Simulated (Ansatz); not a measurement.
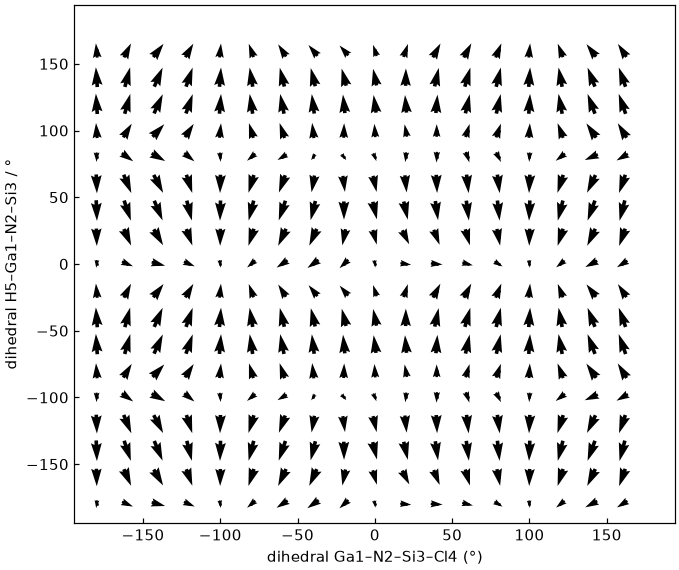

ClGaH₅NSi, SMILES Cl[SiH2][NH][GaH2]. The first coordinate is: dihedral Ga1–N2–Si3–Cl4; the second: dihedral H5–Ga1–N2–Si3. Nothing is relaxed (all other coordinates rigid). Grid: 18 × 18 points. All numbers below come from RHF/def2-SVP (Ansatz).

The picture shows dots at the grid points, arrows along the force (downhill), their lengths compressed.

Question: The arrows alone are given. Where are the wells?

Answer: The arrows converge at about dihedral Ga1–N2–Si3–Cl4 = −100°, dihedral H5–Ga1–N2–Si3 = −5°; about dihedral Ga1–N2–Si3–Cl4 = −100°, dihedral H5–Ga1–N2–Si3 = 175°; about dihedral Ga1–N2–Si3–Cl4 = 100°, dihedral H5–Ga1–N2–Si3 = 175° (0.34 kcal/mol up); about dihedral Ga1–N2–Si3–Cl4 = 100°, dihedral H5–Ga1–N2–Si3 = −5° (0.34 kcal/mol up) (read from the interpolated surface).

The energy map of the same scan:

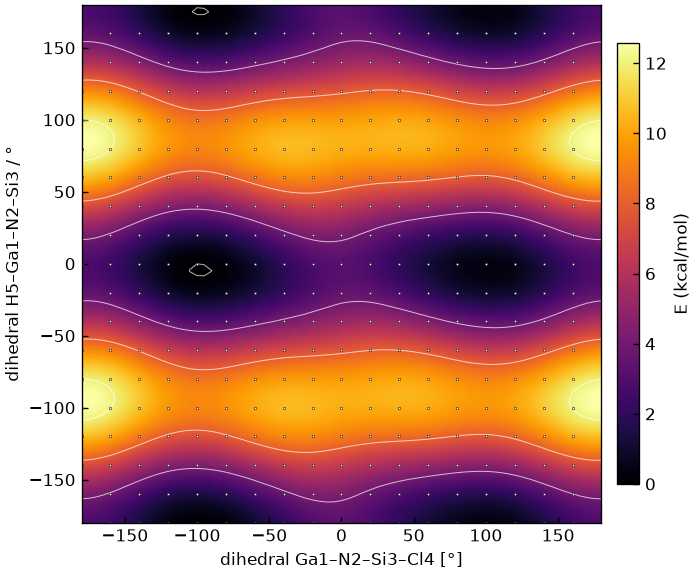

Energies are in kcal/mol, from the lowest grid point; between grid points the surface is interpolated.
